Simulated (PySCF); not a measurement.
## Atomic calculation for Cr³⁺

System: Cr³⁺, configuration 1s2 2s2 2p6 3s2 3p6 3d3, multiplicity 4.
Method: unrestricted HF, aug-cc-pVDZ-DK, spin-free X2C-1e, Gaussian nucleus (PySCF).

## Key numbers

```
             quantity                      value
              outcome                  converged
         total energy         −1047.7796 hartree
                 ⟨S²⟩                      3.752
                 ⟨L²⟩                      12.03
static polarisability                 1.81 bohr³
  C₆ of the like pair         4.32 hartree bohr⁶
       SCF iterations                          5
             hardware  1 CPU thread, shared host
             CPU time    4.2 s (integrals apart)
```

## Input
```python
from pyscf import gto, scf, dft, mp, cc
import basis_set_exchange as bse
mol = gto.M(atom="Cr 0 0 0", charge=3, spin=3, symmetry="D2h",
            basis=gto.basis.parse(bse.get_basis("aug-cc-pVDZ-DK", elements=["Cr"], fmt="nwchem")),
            nucmod="G")
mf = scf.UHF(mol).sfx2c1e()
mf.irrep_nelec = {'Ag': (3, 3), 'B1g': (1, 0), 'B2g': (1, 0), 'B3g': (1, 0), 'B1u': (2, 2), 'B2u': (2, 2), 'B3u': (2, 2)}
mf.kernel()
```

The script is an equivalent of what the driver set up; the driver started from orbitals of its own, so the log can be shorter than this script's would be, and it computed the properties (radii, ⟨L²⟩, response) afterwards. It held the occupations shell by shell, which the script's counts by irreducible representation don't always enforce.

## The program's output (extracts)
```
damping factor = 0
level_shift factor = 0
DIIS = <class 'pyscf.scf.diis.CDIIS'>
diis_start_cycle = 1
diis_space = 10
diis_damp = 0
SCF conv_tol = 1e-09
SCF conv_tol_grad = None
number electrons alpha = 12  beta = 9
cycle= 1 E= -1047.77949643007  delta_E= -0.00619  |g|= 0.0239  |ddm|= 0.0614
cycle= 2 E= -1047.77962494481  delta_E= -0.000129  |g|= 0.00351  |ddm|= 0.00874
cycle= 3 E= -1047.77962781672  delta_E= -2.87e-06  |g|= 5.46e-05  |ddm|= 0.00169
cycle= 4 E= -1047.77962781789  delta_E= -1.17e-09  |g|= 6.92e-06  |ddm|= 0.000227
cycle= 5 E= -1047.77962781791  delta_E= -1.93e-11  |g|= 8.32e-07  |ddm|= 5.12e-05
converged SCF energy = -1047.77962781791  <S^2> = 3.7522626  2S+1 = 4.0011311
```

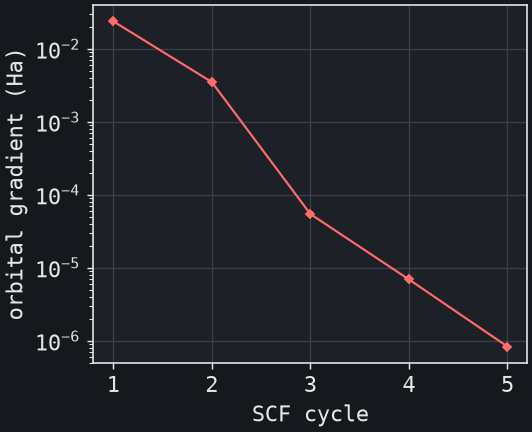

Convergence: orbital gradient against the SCF cycle. The residual falls at every step. It goes from 0.024 to 8.3×10⁻⁷ in 5 steps.

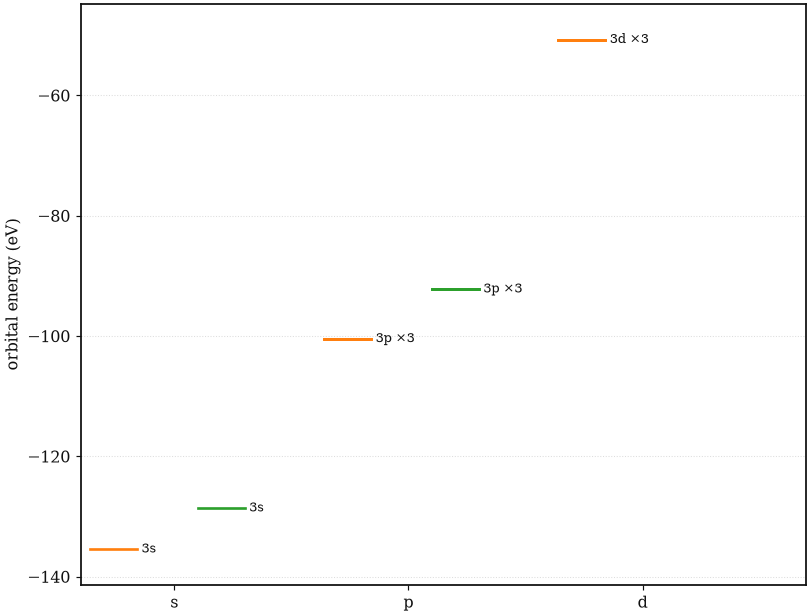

Orbital energies of the mean field, from the top down to −135.5 eV, by angular momentum, α spin at the left of each column and β at the right; ×n counts the orbitals under one label. The highest filled orbital is 3d α at −50.7 eV, the lowest empty one d α at −28.3 eV.

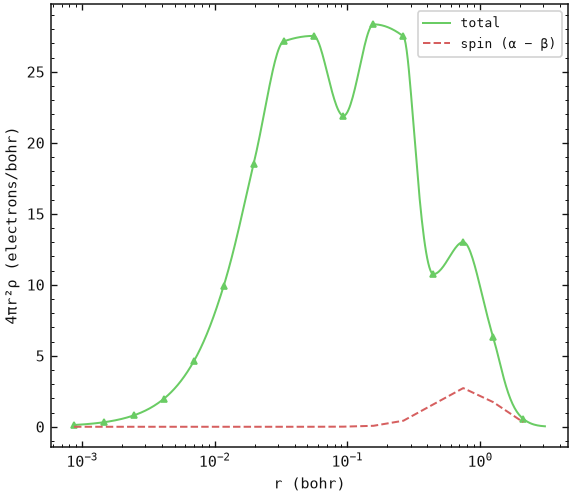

Spherically averaged radial density 4πr²ρ of the mean field and its spin part; markers are the stored points, which are sparse, and the line is a monotone interpolation between them. The largest stored value is 28.3 electrons/bohr at r = 0.16 bohr. Root-mean-square radii of the shells: 1s 0.0734, 2p 0.287, 2s 0.316, 3s 0.952, 3p 1.03, 3d 1.20 bohr.
